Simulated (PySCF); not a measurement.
# Run report: GaBH6, geometry relaxation (part 2 of 3)

GaBH6 (H2Ga(BH4)); HF/6-311G*, RHF (PySCF 2.14.0). The atoms were displaced at random from an optimised geometry.

Geometry of the input (Å):
```
Ga -0.7280  0.7863  0.2637
H  0.8195  -0.0612  0.6618
B  0.6368  -0.8737  -0.2665
H  -0.3374  -0.4788  -0.9003
H  -1.8710  0.5878  1.3975
H  -0.5776  2.3032  -0.2427
H  0.4004  -1.9221  0.1452
H  1.4751  -0.5731  -1.0290
```

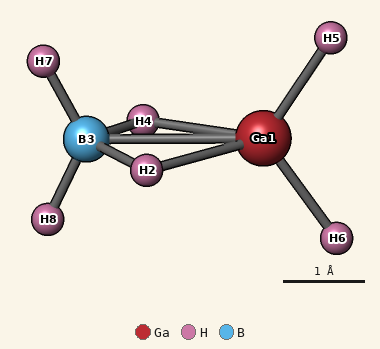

**Figure 1.** The starting structure (ball-and-stick view, seen at a tilt; atoms are numbered from 1 in the order of the input). Sticks mark near contacts.

Output, continued:
```
Geometry optimization cycle 6
Cartesian coordinates (Angstrom)
 Atom        New coordinates             dX        dY        dZ
  Ga  -0.747828   0.850997   0.328118   -0.001211  0.002705  0.000166
   H   0.794377   0.019546   0.700232   -0.001766  0.001850 -0.005435
   B   0.621689  -0.811561  -0.286536   -0.001737  0.001530 -0.002304
   H  -0.464908  -0.418162  -0.895027   -0.002954 -0.011063  0.006760
   H  -1.835435   0.410651   1.352113   -0.004941 -0.003860 -0.006442
   H  -0.469907   2.248884  -0.300529    0.010563  0.002878  0.006338
   H   0.398504  -1.884436   0.180491    0.005385  0.003307  0.004716
   H   1.521367  -0.647531  -1.049280   -0.003339  0.002653 -0.003798
converged SCF energy = -1951.33567611262
--------------- DFRHF_Scanner gradients ---------------
         x                y                z
0 Ga    -0.0006301134     0.0000692809    -0.0001494089
1 H    -0.0001789327     0.0000936787     0.0000495894
2 B     0.0007954118    -0.0002437600     0.0002917707
3 H    -0.0000127894     0.0005308692    -0.0003499929
4 H     0.0002954244    -0.0002692090     0.0003855043
5 H     0.0000391890     0.0000286453    -0.0001462755
6 H    -0.0001326811     0.0003495785    -0.0002380571
7 H    -0.0001755085    -0.0005590836     0.0001568701
----------------------------------------------
cycle 6: E = -1951.33567611  dE = -5.56266e-05  norm(grad) = 0.00159553
Step    5 : Displace = 8.425e-03/1.332e-02 (rms/max) Trust = 3.000e-01 (+) Grad = 5.641e-04/8.816e-04 (rms/max) E (change) = -1951.3356761126 (-5.563e-05) Quality = 1.342
Hessian Eigenvalues: 9.43045e-03 3.04396e-02 3.31432e-02 ... 2.04689e-01 2.71794e-01 3.06308e-01

Geometry optimization cycle 7
Cartesian coordinates (Angstrom)
 Atom        New coordinates             dX        dY        dZ
  Ga  -0.747192   0.851545   0.329314    0.000637  0.000548  0.001196
   H   0.794435   0.018684   0.697898    0.000058 -0.000862 -0.002334
   B   0.620048  -0.811556  -0.287743   -0.001641  0.000004 -0.001207
   H  -0.468650  -0.427144  -0.888679   -0.003742 -0.008982  0.006348
   H  -1.842419   0.414275   1.346215   -0.006984  0.003623 -0.005898
   H  -0.462034   2.249152  -0.296178    0.007873  0.000268  0.004350
   H   0.406657  -1.885890   0.181685    0.008153 -0.001454  0.001194
   H   1.517013  -0.640677  -1.052928   -0.004353  0.006854 -0.003648
converged SCF energy = -1951.33570379665
--------------- DFRHF_Scanner gradients ---------------
         x                y                z
0 Ga    -0.0007044187     0.0002454903    -0.0000742707
1 H    -0.0000437768    -0.0001566040    -0.0003904125
2 B    -0.0000715293     0.0002619993     0.0000815129
3 H     0.0006895603     0.0000151001     0.0001024770
4 H     0.0002183241    -0.0002281272     0.0002413981
5 H     0.0000920134     0.0000347713     0.0000085959
6 H    -0.0001429252     0.0002124981    -0.0000721837
7 H    -0.0000372478    -0.0003851280     0.0001028830
----------------------------------------------
cycle 7: E = -1951.3357038  dE = -2.7684e-05  norm(grad) = 0.00130625
Step    6 : Displace = 7.699e-03/1.168e-02 (rms/max) Trust = 3.000e-01 (=) Grad = 4.618e-04/7.497e-04 (rms/max) E (change) = -1951.3357037967 (-2.768e-05) Quality = 1.428
Hessian Eigenvalues: 5.92683e-03 3.04420e-02 3.31661e-02 ... 2.14717e-01 2.71368e-01 3.02120e-01

Geometry optimization cycle 8
Cartesian coordinates (Angstrom)
 Atom        New coordinates             dX        dY        dZ
  Ga  -0.745370   0.851060   0.331615    0.001822 -0.000485  0.002302
   H   0.794635   0.016545   0.698250    0.000201 -0.002139  0.000352
   B   0.618576  -0.812227  -0.288598   -0.001472 -0.000670 -0.000855
   H  -0.474499  -0.435591  -0.881974   -0.005849 -0.008447  0.006705
   H  -1.851025   0.421773   1.340351   -0.008606  0.007498 -0.005865
   H  -0.453815   2.247293  -0.293674    0.008220 -0.001859  0.002504
   H   0.417685  -1.889720   0.180292    0.011028 -0.003831 -0.001392
   H   1.511669  -0.630745  -1.056679   -0.005344  0.009932 -0.003751
converged SCF energy = -1951.33572429647
--------------- DFRHF_Scanner gradients ---------------
         x                y                z
0 Ga    -0.0004934068     0.0001472321     0.0000849189
1 H     0.0002060908    -0.0001588991    -0.0005881561
2 B    -0.0007634675     0.0004874221     0.0000853165
3 H     0.0008827651    -0.0001841521     0.0002084533
4 H     0.0000750515    -0.0000959480     0.0000273995
5 H     0.0000562573     0.0000108117     0.0001012572
6 H    -0.0000702800    -0.0000267364     0.0000619239
7 H     0.0001069896    -0.0001797303     0.0000188867
----------------------------------------------
cycle 8: E = -1951.3357243  dE = -2.04998e-05  norm(grad) = 0.00156623
Step    7 : Displace = 9.276e-03/1.310e-02 (rms/max) Trust = 3.000e-01 (=) Grad = 5.537e-04/9.255e-04 (rms/max) E (change) = -1951.3357242965 (-2.050e-05) Quality = 1.388
Hessian Eigenvalues: 4.26893e-03 2.70329e-02 3.32115e-02 ... 2.04757e-01 2.71729e-01 3.06874e-01

Geometry optimization cycle 9
Cartesian coordinates (Angstrom)
 Atom        New coordinates             dX        dY        dZ
  Ga  -0.743513   0.850178   0.333749    0.001856 -0.000883  0.002133
   H   0.793759   0.014103   0.700946   -0.000877 -0.002442  0.002695
   B   0.617969  -0.813069  -0.289096   -0.000607 -0.000843 -0.000499
   H  -0.480351  -0.441279  -0.877041   -0.005852 -0.005688  0.004933
   H  -1.857432   0.429151   1.336850   -0.006407  0.007377 -0.003501
   H  -0.447361   2.244494  -0.293838    0.006454 -0.002799 -0.000164
   H   0.427288  -1.893625   0.177186    0.009604 -0.003904 -0.003106
   H   1.507499  -0.621564  -1.059172   -0.004171  0.009181 -0.002493
converged SCF energy = -1951.33573628849
--------------- DFRHF_Scanner gradients ---------------
         x                y                z
0 Ga    -0.0001681649    -0.0000905316     0.0002511813
1 H     0.0003569511     0.0000590722    -0.0004923477
2 B    -0.0008940026     0.0003188205     0.0001597947
3 H     0.0005807167    -0.0001112814     0.0000384814
4 H    -0.0000606900     0.0000141511    -0.0001277322
5 H     0.0000112504     0.0000032418     0.0000997370
6 H     0.0000238721    -0.0001372696     0.0000905064
7 H     0.0001500671    -0.0000562030    -0.0000196210
----------------------------------------------
cycle 9: E = -1951.33573629  dE = -1.1992e-05  norm(grad) = 0.00135438
Step    8 : Displace = 7.881e-03/1.076e-02 (rms/max) Trust = 3.000e-01 (=) Grad = 4.788e-04/9.625e-04 (rms/max) E (change) = -1951.3357362885 (-1.199e-05) Quality = 1.378
Hessian Eigenvalues: 3.44248e-03 2.14605e-02 3.34426e-02 ... 2.04438e-01 2.71761e-01 3.07055e-01

Geometry optimization cycle 10
Cartesian coordinates (Angstrom)
 Atom        New coordinates             dX        dY        dZ
  Ga  -0.742383   0.849538   0.334850    0.001130 -0.000640  0.001101
   H   0.791548   0.011588   0.704548   -0.002211 -0.002515  0.003602
   B   0.618131  -0.813725  -0.289405    0.000162 -0.000655 -0.000309
   H  -0.484758  -0.444622  -0.873948   -0.004408 -0.003344  0.003093
   H  -1.860575   0.434624   1.335920   -0.003143  0.005473 -0.000930
   H  -0.443084   2.241969  -0.295736    0.004277 -0.002524 -0.001898
   H   0.433876  -1.896533   0.173662    0.006588 -0.002908 -0.003524
   H   1.505103  -0.614450  -1.060307   -0.002396  0.007113 -0.001136
converged SCF energy = -1951.33574349196
--------------- DFRHF_Scanner gradients ---------------
         x                y                z
0 Ga     0.0000874324    -0.0002752345     0.0003384064
1 H     0.0003447342     0.0003007684    -0.0002815594
2 B    -0.0006306787    -0.0000196443     0.0001756654
3 H     0.0001634069     0.0000377448    -0.0001615239
4 H    -0.0001394190     0.0000633184    -0.0001800451
5 H    -0.0000085036     0.0000082778     0.0000615939
6 H     0.0000764790    -0.0001042099     0.0000590976
7 H     0.0001065488    -0.0000110207    -0.0000116350
----------------------------------------------
cycle 10: E = -1951.33574349  dE = -7.20347e-06  norm(grad) = 0.0010302
Step    9 : Displace = 5.684e-03/7.934e-03 (rms/max) Trust = 3.000e-01 (=) Grad = 3.642e-04/6.550e-04 (rms/max) E (change) = -1951.3357434920 (-7.203e-06) Quality = 1.439
Hessian Eigenvalues: 2.69744e-03 1.49822e-02 3.34195e-02 ... 2.05219e-01 2.71512e-01 3.03713e-01

Geometry optimization cycle 11
Cartesian coordinates (Angstrom)
 Atom        New coordinates             dX        dY        dZ
  Ga  -0.741867   0.849259   0.335054    0.000516 -0.000279  0.000204
   H   0.787834   0.008120   0.709023   -0.003713 -0.003467  0.004475
   B   0.618711  -0.814208  -0.289673    0.000580 -0.000484 -0.000268
   H  -0.488515  -0.447521  -0.871162   -0.003757 -0.002899  0.002786
   H  -1.861798   0.439619   1.336590   -0.001224  0.004996  0.000670
   H  -0.439491   2.239593  -0.298937    0.003593 -0.002376 -0.003201
   H   0.439478  -1.899213   0.169411    0.005601 -0.002680 -0.004251
   H   1.503506  -0.607261  -1.060723   -0.001597  0.007189 -0.000416
converged SCF energy = -1951.33574996607
--------------- DFRHF_Scanner gradients ---------------
         x                y                z
0 Ga     0.0002464038    -0.0003662267     0.0003455478
1 H     0.0002176714     0.0004760292    -0.0000587743
2 B    -0.0002033602    -0.0003752571     0.0001116746
3 H    -0.0001994944     0.0001699286    -0.0002908869
4 H    -0.0001642415     0.0000735157    -0.0001642951
5 H    -0.0000090826     0.0000206580     0.0000203419
6 H     0.0000856630    -0.0000064948     0.0000196782
7 H     0.0000264405     0.0000078469     0.0000167139
----------------------------------------------
cycle 11: E = -1951.33574997  dE = -6.47411e-06  norm(grad) = 0.00100435
Step   10 : Displace = 5.520e-03/7.411e-03 (rms/max) Trust = 3.000e-01 (=) Grad = 3.551e-04/5.606e-04 (rms/max) E (change) = -1951.3357499661 (-6.474e-06) Quality = 1.479
Hessian Eigenvalues: 1.96838e-03 1.04555e-02 3.27288e-02 ... 2.26037e-01 2.71604e-01 3.06537e-01

Geometry optimization cycle 12
Cartesian coordinates (Angstrom)
 Atom        New coordinates             dX        dY        dZ
  Ga  -0.741977   0.849466   0.334350   -0.000110  0.000207 -0.000704
   H   0.782560   0.002960   0.714510   -0.005274 -0.005160  0.005487
   B   0.619489  -0.814425  -0.289875    0.000778 -0.000216 -0.000202
   H  -0.491894  -0.450802  -0.867896   -0.003379 -0.003281  0.003266
   H  -1.861574   0.444897   1.338550    0.000225  0.005278  0.001960
   H  -0.436022   2.237254  -0.303502    0.003469 -0.002339 -0.004565
   H   0.445037  -1.902103   0.164032    0.005560 -0.002890 -0.005379
   H   1.502239  -0.598860  -1.060587   -0.001267  0.008401  0.000136
converged SCF energy = -1951.33575658707
--------------- DFRHF_Scanner gradients ---------------
         x                y                z
0 Ga     0.0002790028    -0.0003207053     0.0002584021
1 H     0.0000212713     0.0005037945     0.0001143653
2 B     0.0002320649    -0.0006185833    -0.0000185972
3 H    -0.0004041422     0.0002346200    -0.0002946373
4 H    -0.0001311942     0.0000525103    -0.0000950849
5 H     0.0000008677     0.0000290781    -0.0000089101
6 H     0.0000551385     0.0000965985    -0.0000020256
7 H    -0.0000530088     0.0000226872     0.0000464878
----------------------------------------------
cycle 12: E = -1951.33575659  dE = -6.621e-06  norm(grad) = 0.00114221
Step   11 : Displace = 6.412e-03/9.271e-03 (rms/max) Trust = 3.000e-01 (=) Grad = 4.038e-04/6.609e-04 (rms/max) E (change) = -1951.3357565871 (-6.621e-06) Quality = 1.425
Hessian Eigenvalues: 1.58401e-03 8.52613e-03 3.16572e-02 ... 2.14237e-01 2.71922e-01 3.10415e-01

Geometry optimization cycle 13
Cartesian coordinates (Angstrom)
 Atom        New coordinates             dX        dY        dZ
  Ga  -0.742623   0.850104   0.333125   -0.000646  0.000637 -0.001225
   H   0.778105  -0.002162   0.718877   -0.004455 -0.005122  0.004367
   B   0.619955  -0.814170  -0.289835    0.000466  0.000255  0.000040
   H  -0.493683  -0.453489  -0.865070   -0.001789 -0.002687  0.002825
   H  -1.860375   0.448741   1.340737    0.001198  0.003844  0.002187
   H  -0.433840   2.235787  -0.307629    0.002182 -0.001467 -0.004128
   H   0.448830  -1.904291   0.159433    0.003792 -0.002188 -0.004599
   H   1.501490  -0.592132  -1.060053   -0.000749  0.006727  0.000533
converged SCF energy = -1951.33576117527
--------------- DFRHF_Scanner gradients ---------------
         x                y                z
0 Ga     0.0001652983    -0.0001494750     0.0001155923
1 H    -0.0001099052     0.0003267702     0.0001356508
2 B     0.0003751641    -0.0005516341    -0.0001184556
3 H    -0.0003197170     0.0001803211    -0.0001613523
4 H    -0.0000562148     0.0000156951    -0.0000179192
5 H     0.0000088726     0.0000241867    -0.0000124220
6 H     0.0000103678     0.0001212242     0.0000074382
7 H    -0.0000738657     0.0000329118     0.0000514677
----------------------------------------------
cycle 13: E = -1951.33576118  dE = -4.5882e-06  norm(grad) = 0.000921264
Step   12 : Displace = 5.213e-03/8.146e-03 (rms/max) Trust = 3.000e-01 (=) Grad = 3.257e-04/6.776e-04 (rms/max) E (change) = -1951.3357611753 (-4.588e-06) Quality = 1.347
Hessian Eigenvalues: 1.54986e-03 7.93503e-03 3.07194e-02 ... 2.03439e-01 2.71690e-01 3.06235e-01

Geometry optimization cycle 14
Cartesian coordinates (Angstrom)
 Atom        New coordinates             dX        dY        dZ
  Ga  -0.743190   0.850636   0.332334   -0.000567  0.000533 -0.000792
   H   0.776619  -0.004808   0.720522   -0.001487 -0.002646  0.001645
   B   0.619894  -0.813680  -0.289588   -0.000061  0.000490  0.000247
   H  -0.493783  -0.454624  -0.863731   -0.000100 -0.001135  0.001339
   H  -1.859512   0.450085   1.341786    0.000864  0.001345  0.001050
   H  -0.433372   2.235435  -0.309483    0.000468 -0.000352 -0.001854
   H   0.449984  -1.905124   0.157384    0.001154 -0.000834 -0.002049
   H   1.501218  -0.589533  -1.059640   -0.000271  0.002599  0.000413
converged SCF energy = -1951.33576289885
--------------- DFRHF_Scanner gradients ---------------
         x                y                z
0 Ga     0.0000344408    -0.0000011190     0.0000194908
1 H    -0.0000975820     0.0001046627     0.0000508093
2 B     0.0002057493    -0.0002778562    -0.0001081672
3 H    -0.0001009512     0.0000727348    -0.0000263306
4 H    -0.0000020728    -0.0000061150     0.0000138966
5 H     0.0000061977     0.0000095056    -0.0000020620
6 H    -0.0000085421     0.0000662809     0.0000218165
7 H    -0.0000372397     0.0000319062     0.0000305466
----------------------------------------------
cycle 14: E = -1951.3357629  dE = -1.72358e-06  norm(grad) = 0.000425071
Step   13 : Displace = 2.156e-03/3.492e-03 (rms/max) Trust = 3.000e-01 (=) Grad = 1.503e-04/3.623e-04 (rms/max) E (change) = -1951.3357628989 (-1.724e-06) Quality = 1.251
Hessian Eigenvalues: 1.64490e-03 8.10455e-03 3.05691e-02 ... 2.03388e-01 2.71357e-01 3.02392e-01

Geometry optimization cycle 15
Cartesian coordinates (Angstrom)
 Atom        New coordinates             dX        dY        dZ
  Ga  -0.743343   0.850764   0.332212   -0.000153  0.000128 -0.000122
   H   0.776941  -0.005219   0.720575    0.000323 -0.000411  0.000053
   B   0.619704  -0.813368  -0.289386   -0.000190  0.000312  0.000202
   H  -0.493486  -0.454715  -0.863515    0.000297 -0.000091  0.000216
   H  -1.859426   0.450102   1.341818    0.000086  0.000017  0.000032
   H  -0.433560   2.235485  -0.309664   -0.000188  0.000050 -0.000181
   H   0.449894  -1.905157   0.157103   -0.000089 -0.000033 -0.000281
   H   1.501134  -0.589505  -1.059559   -0.000084  0.000028  0.000081
converged SCF energy = -1951.33576320793
```
